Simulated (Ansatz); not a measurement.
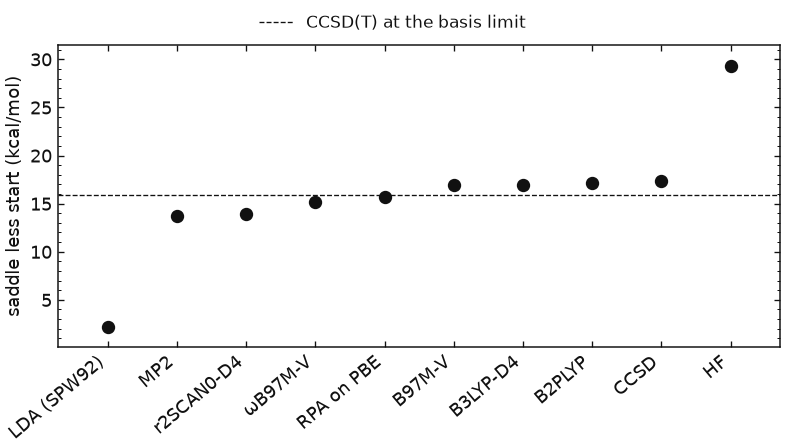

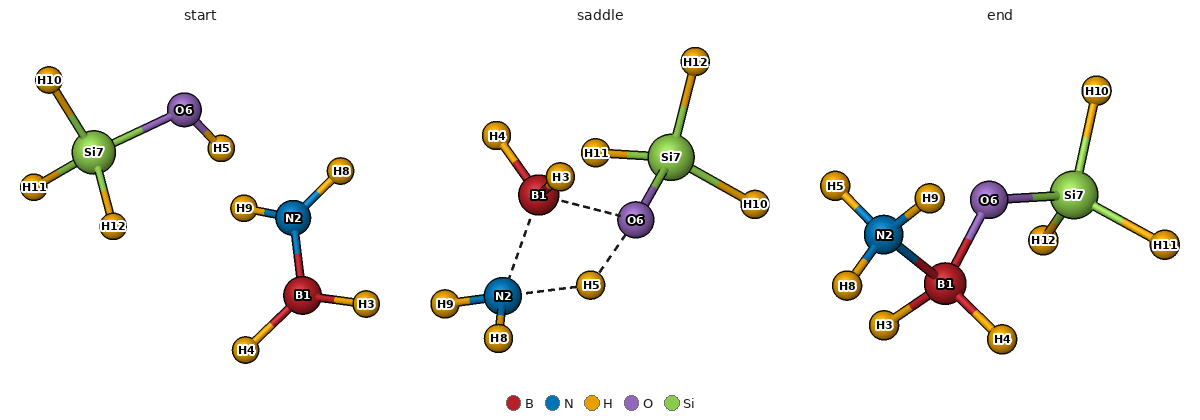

Height of the saddle over the start in one step of BSiNH₈O at several levels. In the step B1–O6 (3.57 → 1.65 → 1.44 Å) and N2–H5 (2.12 → 1.41 → 1.02 Å) form; H5–O6 (0.97 → 1.13 → 2.59 Å) breaks; B1–N2 (1.39 → 1.55 → 1.64 Å) lengthens (lengths at start, saddle and end; changes of bond order aren't listed). Electronic energies at PBE0-D4/def2-TZVP geometries, energies in def2-TZVPP, the Ansatz code; cores frozen in correlated methods, no zero-point terms. Start and end are the structures at the ends of the path (complexes, where there are several molecules). The line is the MP2 basis limit plus CCSD(T) less MP2 in triple zeta. RPA on PBE and B2PLYP hold a correlation term that converges slowly with the basis, so part of the distance to the limit is basis error. No dispersion term is added to B2PLYP. The distance of MP2 and CCSD to the limit includes basis error. The limit lies 0.5 kcal/mol from CCSD(T) in triple zeta, so the line itself is uncertain by a part of that.

**Which level comes closest to the line (CCSD(T) at the basis limit), and which misses most?**

Closest RPA on PBE (15.7 kcal/mol), against 15.9 kcal/mol; farthest LDA (SPW92) (2.2 kcal/mol).

**Give the values.**

```
                     level  kcal/mol  less CCSD(T) at the basis limit
               LDA (SPW92)       2.2                            −13.7
                       MP2      13.7                             −2.2
                r2SCAN0-D4      14.0                             −1.9
                   ωB97M-V      15.2                             −0.7
                RPA on PBE      15.7                             −0.2
                    B97M-V      17.0                              1.0
                  B3LYP-D4      17.0                              1.1
                    B2PLYP      17.2                              1.3
                      CCSD      17.4                              1.5
                        HF      29.3                             13.4
CCSD(T) at the basis limit      15.9                              0.0
```
